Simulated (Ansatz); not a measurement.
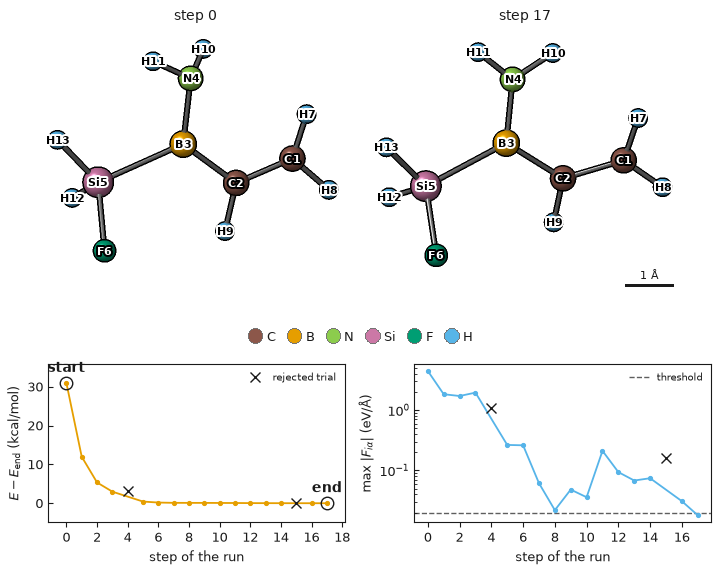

First and last geometry of a relaxation of C$_{2}$H$_{7}$BFNSi, with the history of the run. A ball-and-stick model, seen at a tilt.

The run prepares the start of a later molecular dynamics calculation, from a guessed geometry.

The calculation used RKS PBE0-D4/STO-3G in Ansatz 0.2.0. Settings: no spin polarisation; force threshold 0.02 eV/Å; at most 40 steps.

Question: What do the curves and the structures tell?

Answer: It converged. After 15 accepted moves (17 points after the start) the energy has fallen by 31.0 kcal/mol. The largest force component goes from 4.5 to 0.018 eV/Å. The line search rejected the trial steps at points 4, 15 of the run. The largest move after the best rigid fit is that of H10, 0.48 Å. By element the largest moves are H 0.48 Å, N 0.41 Å, B 0.18 Å, C 0.15 Å, Si 0.14 Å, F 0.12 Å. Some distances before and after: B3–N4 1.505 → 1.385 Å, Si5–F6 1.714 → 1.655 Å, C1–H7 1.046 → 1.096 Å, N4–H11 0.987 → 1.037 Å. Among the angles between lasting bonds that change: B3–N4–H10 107.1° → 123.6°, B3–N4–H11 115.3° → 124.7°, C2–C1–H8 115.3° → 122.8°. Groups turn about C2–B3 by about 25°.

```csv
step,"E − E(0), kcal/mol","largest force component, eV/Å",note
0,0.00,4.4502,
1,-18.98,1.8336,
2,-25.61,1.7128,
3,-27.98,1.9488,
4,-27.76,1.0841,rejected
5,-30.53,0.2649,
6,-30.78,0.2612,
7,-30.86,0.0615,
8,-30.87,0.0220,
9,-30.87,0.0482,
10,-30.89,0.0360,
11,-30.90,0.2114,
12,-30.93,0.0939,
13,-30.94,0.0681,
14,-30.95,0.0744,
15,-30.91,0.1623,rejected
16,-30.96,0.0310,
17,-30.96,0.0181,
```

Limits of the set-up: STO-3G is a minimal basis, so the numbers are rough.
